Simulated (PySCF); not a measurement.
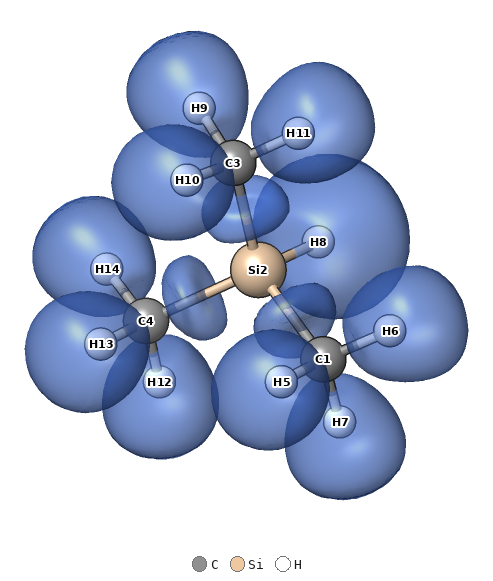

Figure 1: C3H10Si. Isosurface of the ELF at 0.8 (blue), seen at a tilt. Core shells and regions of very low density are left out.

Geometry: PBE0-D3(BJ)/def2-SVP.

Theory: PBE0/pcSseg-2, SCF density, gas phase, non-relativistic (PySCF 2.14.0).

The calculation's input:

```
{"job": {"kind": "nmr", "xc": "PBE0", "basis": "pcSseg-2"}, "charge": 0, "multiplicity": 1}
C     -1.543911    -0.889620    -0.138422
Si     0.055884    -0.106689     0.470732
C     -0.039315     1.767451     0.322245
C      1.519875    -0.763384    -0.514208
H     -1.720732    -0.648297    -1.198920
H     -2.407926    -0.525901     0.439799
H     -1.511987    -1.986206    -0.042335
H      0.249419    -0.467002     1.915154
H      0.865279     2.244923     0.730583
H     -0.136629     2.073436    -0.731720
H     -0.907339     2.165347     0.870994
H      1.618000    -1.854622    -0.403524
H      1.401532    -0.541399    -1.587061
H      2.462811    -0.304526    -0.177344
```

Command:

```sh
OMP_NUM_THREADS=1 python cluster_run.py task.json out
```

> Describe the localisation domains.

The ELF exceeds this value in three regions between bonded C–Si atoms (shared pairs) and ten regions around hydrogen nuclei. Profiles from the grid: C–Si (1.88 Å): the ELF peaks at about 0.95 between the atoms, as expected for a covalent bond. C–H (1.10 Å): the ELF climbs to about 1 towards the hydrogen, as it does in any bond to H (a covalent bond by its length).
